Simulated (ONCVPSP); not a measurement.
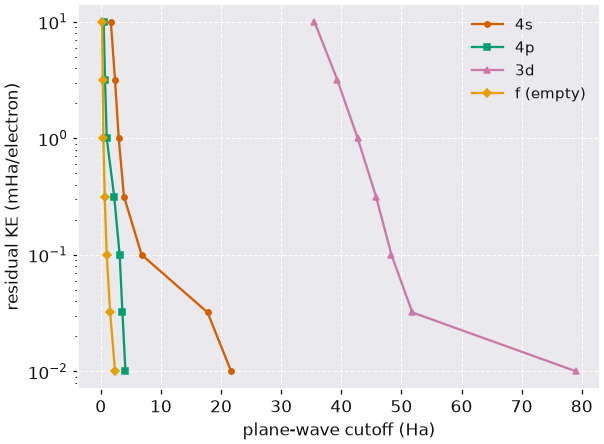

Residual kinetic energy of the pseudo-waves (the first of each channel, and further valence shells) beyond the plane-wave cutoff, as the generator prints it.

```yaml
element: Cr
generator: ONCVPSP 4.0.1
type: optimised norm-conserving Vanderbilt (ONCV)
functional: LDA (Perdew-Zunger)
relativity: scalar-relativistic
frozen_core: [Ar]
valence_charge: 6
reference_configuration: 3d5 4s0.75 4p0.25
partial_waves: 4s: rc 2.50 bohr, ncon 3, nbas 7, qcut 2.7 1/bohr, 2 projectors, debl 3.5 Ha; 4p: rc 3.15 bohr, ncon 3, nbas 7, qcut 3.1 1/bohr, 3 projectors, debl 3.3 Ha; 3d: rc 1.40 bohr, ncon 4, nbas 9, qcut 10.3 1/bohr, local; f scattering state at 0.1 Ha: rc 2.90 bohr, ncon 4, nbas 9, qcut 3.4 1/bohr, 2 projectors, debl 3.1 Ha
local_potential: the d channel
core_correction: none
```

Q: Read the cutoffs for an error of 1 mHa per electron.

A: 3d: 43 Ha; 4s: 3.0 Ha; 4p: 1.0 Ha; f (empty): 0.4 Ha.

Q: Which wave is the hardest at 1 mHa per electron, and which settings govern it?

A: 3d, with rc = 1.40 bohr and qcut = 10.3 1/bohr. The optimisation minimises, but can't always remove, the kinetic energy above qcut²/2 = 53.0 Ha, and a larger rc would as a rule soften the wave at some cost in transferability.

Q: Which cutoffs does the potential need for its occupied states?

A: 43 Ha for 1 mHa and 48 Ha for 0.1 mHa per electron. The first is set by 3d.

The potential isn't sound: its ghost test gives GHOST(-) flagged for s at -51.3 eV, f at -585.6 eV; GHOST(+) flagged for s at 124.4 eV, p at 121.0 eV.
